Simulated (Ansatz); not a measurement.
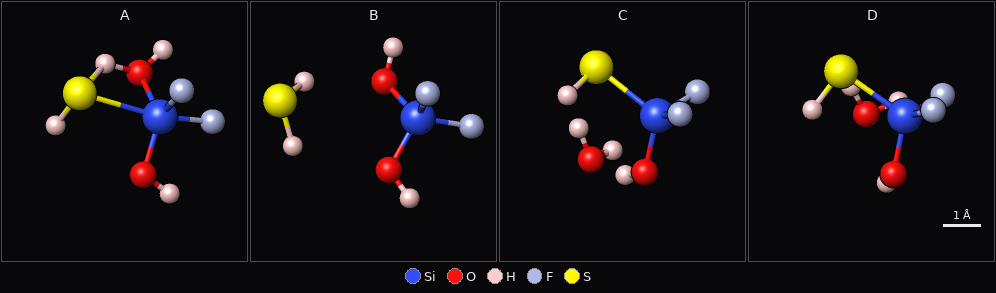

4 geometries from a converged minimum-energy path of SiH4SO2F2, made up at the start of SiH₂O₂F₂ and H$_{2}$S, shuffled. Style: ball-and-stick. Shown from a free direction.

Theory: RKS revPBE/def2-SVP (Ansatz). Set-up: 5 movable images; climbing image; force threshold 0.03 eV/Å; iteration limit 60; starting path through a guess of the saddle point.

Question: One of them is the converged climbing image. Which?

Answer: A. In order along the path, whose images run from 0 to 6: B (image 1, +0.02 eV), A (image 3, +1.07 eV), D (image 5, +0.33 eV), C (image 6, +0.09 eV). Breaking: H–S (1.36 → 2.75 Å), O–Si (1.65 → 3.42 Å). Forming: H–O (2.63 → 0.98 Å), S–Si (4.41 → 2.16 Å).

Limits of the set-up: the start holds two separate molecules, 2.6 Å apart at their closest, whose relative position is a soft coordinate and is computed without a dispersion correction.
